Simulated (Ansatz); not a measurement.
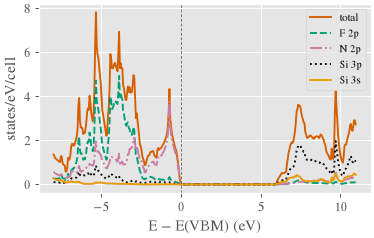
Figure: Total and projected density of states of SiNF in space group Pmn2_1 (No. 31; Si on 2a, N on 2a, F on 2a), DFT-r²SCAN+D4 in the program Ansatz with PAW potentials

Task: Which orbitals carry the states next to the gap?

Result: Top 1 eV of the valence band: N 2p 86 %, F 2p 8 %. Bottom 1 eV of the conduction band: Si 3p 38 %, N 2s 19 %, Si 3s 19 %, outside the projected shells 17 %. Projections are on Löwdin-orthogonalised atomic valence shells; empty p or d shells of many metals are not among them.

Task: Where is the tallest occupied peak in this window, and what makes it?

Result: Near -5.3 eV, about 7.8 states/eV per cell; the largest projected share is F 2p.

The start of the workflow was typed in or built on a structure type; neither database checked (COD, Materials Project) lists it. Its standing as an ambient phase is unchecked. The r²SCAN+D4 relaxation kept the symmetry of its start; whether a distortion lowers the energy is not shown. The volume moved by -41 % from the start of the relaxation.

Potentials: the earlier of the program's two PAW sets. The files were generated under PBE; for other functionals the program regenerates the frozen cores, and for LDA and PBEsol the local potential too.
